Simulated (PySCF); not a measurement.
## A study: C2HNO2, SMILES `C#N.O=C=O`

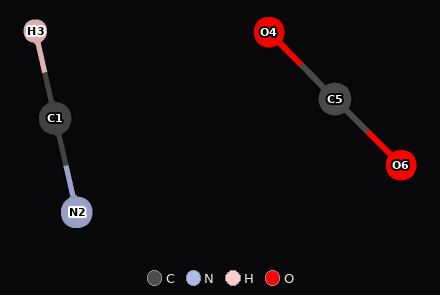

The molecule, with its atoms numbered as below. The pair's geometry is semi-empirical, so its contact may be too short or too long.

Coordinates in Å:

```
C1      -2.2108    0.2647    0.0128
N2      -2.0806   -0.8656   -0.0120
H3      -2.3295    1.3159    0.0358
O4       0.6228    1.0087   -0.0111
C5       1.3684    0.1399   -0.0015
O6       2.1207   -0.7193    0.0086
```

Part 1: Bonding charge

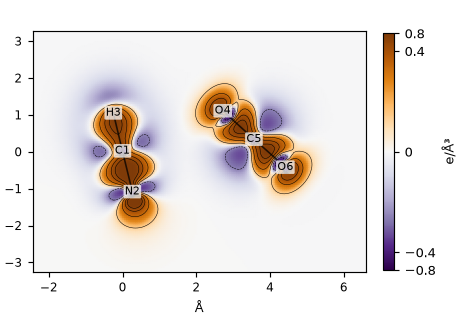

Deformation density (molecule less spherical, spin-averaged free atoms) in the molecular plane; colour scale in e/Å³, logarithmic beyond ±0.1; orange: gain, purple: loss.

PySCF calculation, BP86/def2-SVPD, gas phase; geometry: GFN2-xTB.

> Describe the bonding that the map shows.

C1–N2: +0.89 e/Å³ at the bond critical point (bond length 1.14 Å). C5–O6: +0.75 e/Å³ at the bond critical point (bond length 1.14 Å). O4–C5: +0.74 e/Å³ at the bond critical point (bond length 1.15 Å). C1–H3: +0.72 e/Å³ at the bond critical point (bond length 1.06 Å). In all, 1.4 electrons gather in the regions of gain relative to the promolecule.

> Where do the Hirshfeld charges lie?

The highest Hirshfeld charge is on C5 (+0.31 e), the lowest on N2 (−0.19 e).

Part 2: Local ionisation energy

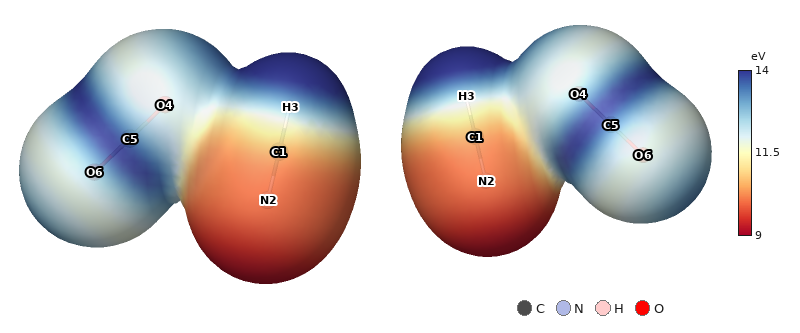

Average local ionisation energy on the surface of electron density 0.001 a.u. (back view left, front view right).

> Where are the most loosely bound electrons on this surface?

The lowest value is 9.2 eV, 1.9 Å from N2. Further minima include 11.8 eV, 1.8 Å from O6. For comparison, the highest occupied orbital lies at −9.0 eV.

> What volume does the surface enclose, and what is the dipole moment?

About 88 Å³; the dipole moment is 2.9 D.

Part 3: Weak contacts

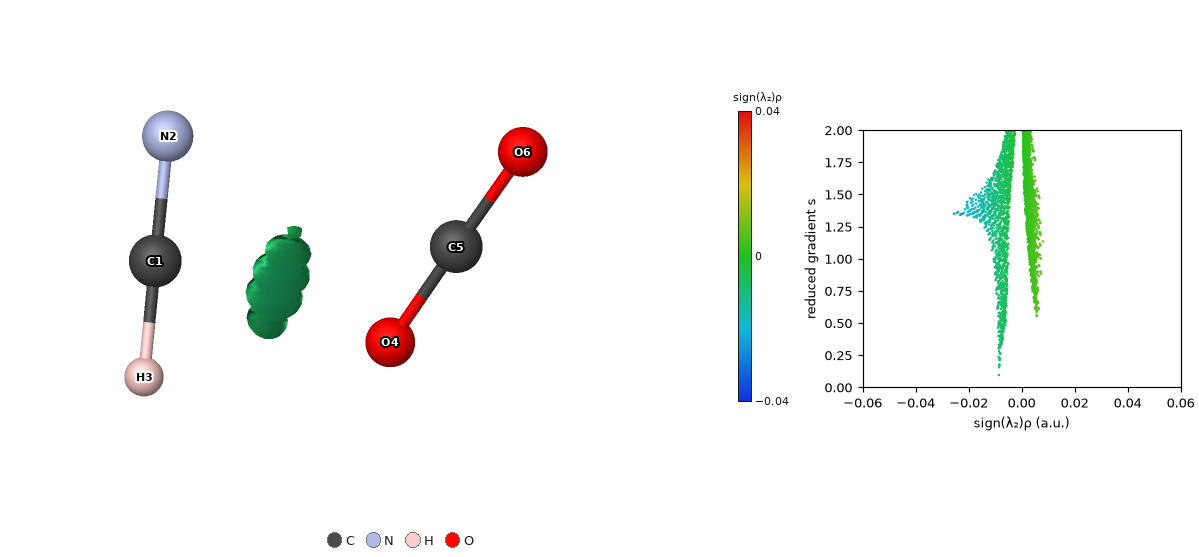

Non-covalent interaction surfaces between the fragments (reduced density gradient s = 0.5, coloured by sign(λ₂)ρ in a.u.; trimmed to the region between the fragments where ρ is under 0.06 a.u.). Fragment A: HCN (atoms 1–3); fragment B: CO2. The plot gives s against sign(λ₂)ρ for grid points between the fragments.

Level of theory: BP86/def2-SVPD (PySCF), at a geometry from GFN2-xTB.

> Which interactions hold the two fragments together?

Bond critical points between the fragments: C1···O4, 2.93 Å, ρ = 0.009 a.u. It is weak and appears green (van der Waals range). The pose is a local one from a semi-empirical search, not shown to be the most stable.

> How strongly are they bound?

The counterpoise-corrected interaction energy of the frozen fragments is +0.3 kcal/mol without dispersion correction and −0.9 kcal/mol with D3(BJ). The pair geometry is semi-empirical, not a minimum at this level.

Part 4: Binding density

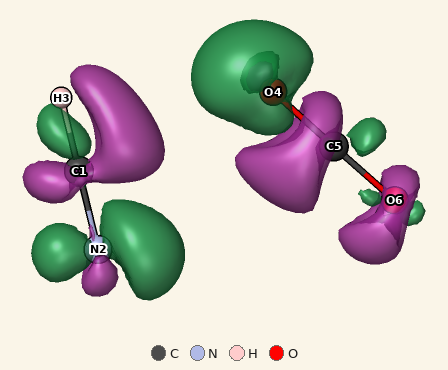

Density of the complex less the densities of the two fragments at the same geometry, ±0.002 e/Å³ (green: gain, purple: loss). Fragment A: HCN (atoms 1–3); fragment B: CO2.

> Which way does charge flow?

Hirshfeld charges show almost no net transfer (under 0.005 e). By Hirshfeld charges, electrons gather most on N2 (−0.011 e) and leave O6 most (+0.007 e); 0.03 e is displaced in all, which induces a dipole of 0.10 D.

The PySCF runs shown took 13 s and 29 s on 1 thread of Intel(R) Xeon(R) Platinum 8259CL CPU @ 2.50GHz (Skylake/Cascade Lake), with other jobs on the host.
